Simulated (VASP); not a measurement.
Consider the following.

```
AsB
1.0
    0.00000     2.39321     2.39321
    2.39321     0.00000     2.39321
    2.39321     2.39321     0.00000
B As
1 1
Direct
  0.00000   0.00000   0.00000
  0.25000   0.25000   0.25000
```

Method: r2SCAN meta-GGA, VASP's PBE PAW potentials (set 64) (plane waves; VASP 6.6.1). Numerical set-up: 520 eV cut-off, 11×11×11 Γ-centred mesh, tetrahedra with Blöchl corrections, potentials B As.

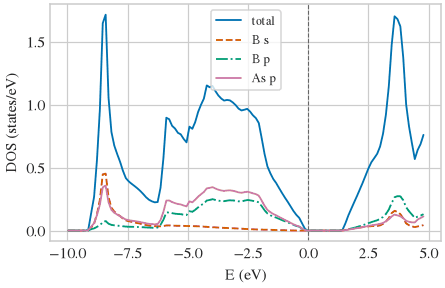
Figure: Total and projected density of states, zero at the valence-band maximum

Within 2 eV below the valence-band maximum the largest weight inside VASP's projection spheres is As p, then B p.

The gap is indirect, 1.38 eV, from the valence maximum at Γ to the conduction minimum at Γ-X at 0.78.

The compound is BAs in the zinc blende structure. It was relaxed first.
